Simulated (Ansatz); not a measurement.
**doublet [SnH4]+ at 6 levels**

We compute a comparison of 6 runs (U-r2SCAN0/STO-3G, U-revPBE/STO-3G, UB2PLYP/STO-3G, UCAM-B3LYP/STO-3G, RPA@PBE/STO-3G, UCCSD/STO-3G) of doublet [SnH4]+. 

The calculation is run with Ansatz 0.2.0.

32 further runs of the same task are left out: 3 that didn't finish, 29 set aside as unsound or not needed.

## (1) The molecule

[SnH4]+ has 5 atoms, charge +1, and is taken as a doublet. As SMILES of the parent species, `[SnH4]`. The shape is that of a PBE0-D4/def2-TZVP optimisation. That shape belongs to the parent species and isn't relaxed for this state.

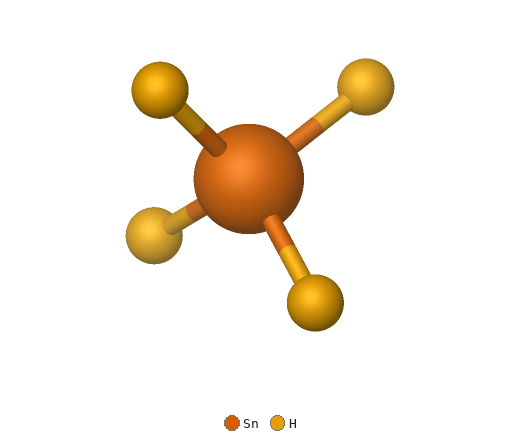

Viewed from a chosen angle; tin orange, hydrogen amber.

## (2) The energy at U-r2SCAN0/STO-3G (run 1)

The input, molecule.yaml:

```yaml
crystal:
  periodic: [false, false, false]
  atoms:
    - {symbol: Sn, position_ang: [0.000030, 0.000010, 0.000040]}
    - {symbol: H, position_ang: [0.823920, -0.853480, 1.222940]}
    - {symbol: H, position_ang: [-1.563610, 0.403420, 0.543140]}
    - {symbol: H, position_ang: [-0.116810, -0.974610, -1.392490]}
    - {symbol: H, position_ang: [0.856470, 1.424640, -0.373640]}
basis:
  gaussian:
    orbitals: STO-3G
total_charge: 1
magnetization:
  spin_polarized: true
  initial_magnetization: 1
hamiltonian:
  xc: {name: r2SCAN0}
accuracy: high
```

Started as:

```sh
$ ansatz run molecule.yaml --threads 1 --pin off --max-ram 3480MiB --events-out events.jsonl --progress --plain --runs-dir runs
```

The program printed:

```text
Warning: RAYON_NUM_THREADS=1 ignored (pool sized by the plan → 1); use --threads N
Functional definition: r2SCAN0
  name "r2SCAN0"
  parameter a = 0.25
  parameter k0 = 0.174
  parameter k1 = 0.065
  parameter a1 = 4.9479
  exchange = (1 - a)*r2scan_x(k0 = k0, k1 = k1, a1 = a1) + a*exact_x
  correlation = r2scan_c
543 factors; integrals over basis functions are off by at most 4.9e-9 eV
mean field evaluation 1: about -162386.9496 eV, gradient 7.1e0 eV
mean field evaluation 2: about -162387.3200 eV, gradient 4.4e0 eV
mean field evaluation 4: about -162387.5671 eV, gradient 3.2e-1 eV
mean field evaluation 8: about -162387.5489 eV, gradient 2.8e-1 eV
mean field evaluation 16: about -162387.6037 eV, gradient 1.1e-5 eV
mean field evaluation 32: about -162387.3241 eV, gradient 3.3e0 eV
mean field -162387.60373587 eV, -5967.6343670220 hartree, gradient 1.2e-8 eV, S^2 0.762990; 4 other end points of the search recorded, 0 dependent functions left out
reference -162387.60373655 eV, -5967.6343670471 hartree; 27, 26 occupied and 4, 5 virtual orbitals, 543 factors
Total energy: -162387.60373655 eV, -5967.6343670471 hartree
```

Run time: 11 s. Hardware: 1 thread of Arm Neoverse V2, shared host; peak memory 0.24 GiB.

## (3) A single-point energy at U-revPBE/STO-3G (run 2)

The input, in.yaml:

```yaml
basis:
  gaussian:
    orbitals: STO-3G
crystal:
  periodic: [false, false, false]
  atoms:
    - symbol: Sn
      position_ang: [0.000030, 0.000010, 0.000040]
    - symbol: H
      position_ang: [0.823920, -0.853480, 1.222940]
    - symbol: H
      position_ang: [-1.563610, 0.403420, 0.543140]
    - symbol: H
      position_ang: [-0.116810, -0.974610, -1.392490]
    - symbol: H
      position_ang: [0.856470, 1.424640, -0.373640]
magnetization:
  spin_polarized: true
  initial_magnetization: 1
total_charge: 1
hamiltonian:
  xc: {name: revPBE}
accuracy: high
```

Started as:

```sh
$ ansatz run in.yaml --threads 1 --pin off --max-ram 3480MiB --events-out events.jsonl --progress --plain --runs-dir runs
```

The program printed:

```text
Warning: RAYON_NUM_THREADS=1 ignored (pool sized by the plan → 1); use --threads N
Functional definition: revPBE
  name "revPBE"
  parameter kappa = 1.245
  parameter beta = 0.06672455060314922
  exchange = pbe_x(kappa = kappa, mu = beta*pi^2/3)
  correlation = pbe_c(beta = beta)
543 factors; integrals over basis functions are off by at most 4.9e-9 eV
mean field evaluation 1: about -162369.4124 eV, gradient 1.0e1 eV
mean field evaluation 2: about -162368.3758 eV, gradient 1.3e1 eV
mean field evaluation 4: about -162369.9279 eV, gradient 6.8e0 eV
mean field evaluation 8: about -162370.0743 eV, gradient 5.3e0 eV
mean field evaluation 16: about -162370.7160 eV, gradient 1.1e-5 eV
mean field evaluation 32: about -162370.7150 eV, gradient 1.1e-8 eV
mean field -162370.71599656 eV, -5967.0137540494 hartree, gradient 8.0e-8 eV, S^2 0.752125; 4 other end points of the search recorded, 0 dependent functions left out
reference -162370.71599885 eV, -5967.0137541334 hartree; 27, 26 occupied and 4, 5 virtual orbitals, 543 factors
Total energy: -162370.71599885 eV, -5967.0137541334 hartree
```

It took 5.4 s on 1 thread of Arm Neoverse V2, shared host; peak memory 0.13 GiB.

Run 3 isn't shown in full; the table further down has it.

## (4) The energy at UCAM-B3LYP/STO-3G (run 4)

The input, run.yaml:

```yaml
crystal:
  periodic: [false, false, false]
  atoms:
    - symbol: Sn
      position_ang: [0.000030, 0.000010, 0.000040]
    - symbol: H
      position_ang: [0.823920, -0.853480, 1.222940]
    - symbol: H
      position_ang: [-1.563610, 0.403420, 0.543140]
    - symbol: H
      position_ang: [-0.116810, -0.974610, -1.392490]
    - symbol: H
      position_ang: [0.856470, 1.424640, -0.373640]
basis:
  gaussian:
    orbitals: STO-3G
total_charge: 1
magnetization:
  spin_polarized: true
  initial_magnetization: 1
hamiltonian:
  xc: {name: CAM-B3LYP}
accuracy: high
```

Started as:

```sh
$ ansatz run run.yaml --threads 1 --pin off --max-ram 3480MiB --events-out events.jsonl --progress --plain --runs-dir runs
```

The program printed:

```text
Warning: RAYON_NUM_THREADS=1 ignored (pool sized by the plan → 1); use --threads N
Functional definition: CAM-B3LYP
  name "CAM-B3LYP"
  parameter alpha = 0.19
  parameter beta = 0.46
  parameter omega = 0.33/bohr
  parameter ac = 0.81
  exchange = (1 - alpha - beta)*b88_x + beta*b88_x_sr(omega) + alpha*exact_x + beta*exact_x_lr(omega)
  correlation = (1 - ac)*vwn5_c + ac*lyp_c
543 factors; integrals over basis functions are off by at most 4.9e-9 eV
131 factors; integrals over basis functions are off by at most 6.7e-10 eV
mean field evaluation 1: about -162384.0775 eV, gradient 6.6e0 eV
mean field evaluation 2: about -162384.5544 eV, gradient 2.3e0 eV
mean field evaluation 4: about -162384.6272 eV, gradient 2.4e-1 eV
mean field evaluation 8: about -162384.5695 eV, gradient 2.1e-1 eV
mean field evaluation 16: about -162384.6413 eV, gradient 1.4e-8 eV
mean field -162384.64126376 eV, -5967.5254981801 hartree, gradient 2.8e-8 eV, S^2 0.762638; 2 other end points of the search recorded, 0 dependent functions left out
reference -162384.64127646 eV, -5967.5254986467 hartree; 27, 26 occupied and 4, 5 virtual orbitals, 543 factors
Total energy: -162384.64127646 eV, -5967.5254986467 hartree
```

Run time: 3.9 s. Hardware: 1 thread of Arm Neoverse V2, shared host; peak memory 0.15 GiB.

Run 5 isn't shown in full; the table further down has it.

## (5) The energy at UCCSD/STO-3G (run 6)

Edit molecule.yaml of step 2 so:

```diff
@@ -15,4 +15,7 @@
   initial_magnetization: 1
-hamiltonian:
-  xc: {name: r2SCAN0}
+correlation:
+  method: ccsd
+  frozen_orbitals: {H: 0, Sn: 18}
 accuracy: high
+scf:
+  omitted_lower_state_checks: [cluster_reference, increment]
```

Started as:

```sh
$ ansatz run molecule.yaml --threads 1 --pin off --max-ram 3480MiB --events-out events.jsonl --progress --plain --runs-dir runs
```

The program printed:

```text
Warning: RAYON_NUM_THREADS=1 ignored (pool sized by the plan → 1); use --threads N
[... 15 lines left out ...]
18 core orbitals not correlated: weight in the atoms' cores, before any rotation towards them, 1.000 or more for the frozen orbitals, at most 0.000 for the correlated occupied ones
[... 36 lines left out ...]
Total energy: -162324.79595715 eV, -5965.3262237269 hartree
Checks for a lower state left out: cluster_reference, increment
```

It took 1.9 s on 1 thread of Arm Neoverse V2, shared host; peak memory 0.096 GiB.

## (6) Overview of the runs

```csv
run,level,frozen core orbitals,energy (Eh),⟨S²⟩,wall time
1,U-r2SCAN0/STO-3G,–,-5967.634367,0.763,11 s
2,U-revPBE/STO-3G,–,-5967.013754,0.752,5.4 s
3,UB2PLYP/STO-3G,18,-5966.853949,0.781,11 s
4,UCAM-B3LYP/STO-3G,–,-5967.525499,0.763,3.9 s
5,RPA@PBE/STO-3G,18,-5965.391204,0.752,6.9 s
6,UCCSD/STO-3G,18,-5965.326224,0.763,1.9 s
```

## (7) Results

```
                                           quantity           value
                                run 6: total energy  -5965.32622 Eh
run 6: correlation energy (18 core orbitals frozen)       -62.9 mEh
           run 6: ⟨S²⟩ of the reference determinant           0.763
                               run 6: T1 diagnostic           0.015
```

**Reading.** Totals of different functionals can't be ranked against each other. In runs 1, 2, 3, 4, 5, 6 the basis is minimal, so the values are rough. In runs 1, 2, 3, 4, 5, 6 relativity is left out where basis or elements ask for it. All runs together took 40 s, the longest 11 s.
